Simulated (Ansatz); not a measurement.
Consider WSe2 (space group P6_3/mmc, No. 194; a = 3.2790 Å, c = 12.7862 Å; layered, stacked along the Cartesian z axis). Axes: x lies along a and z along c of the hexagonal cell.

Structures relaxed with Ansatz (a first-principles code) PBE-D3(BJ), spin-orbit coupling left out.

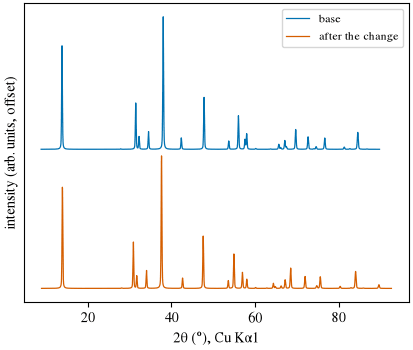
Simulated powder patterns before (top) and after one change

Problem. Name the change that was made.
A) biaxial strain +3.00 %, plane normal [001], relaxed out of plane
B) biaxial strain +0.60 %, plane normal [001], relaxed out of plane
C) biaxial strain +1.80 %, plane normal [001], relaxed out of plane

Solution. C, biaxial strain +1.80 %, plane normal [001], relaxed out of plane. Its volume per atom is 20.43 Å³ against 19.84 Å³, and its space group is P6_3/mmc (No. 194).

No phonon test of stability was made.
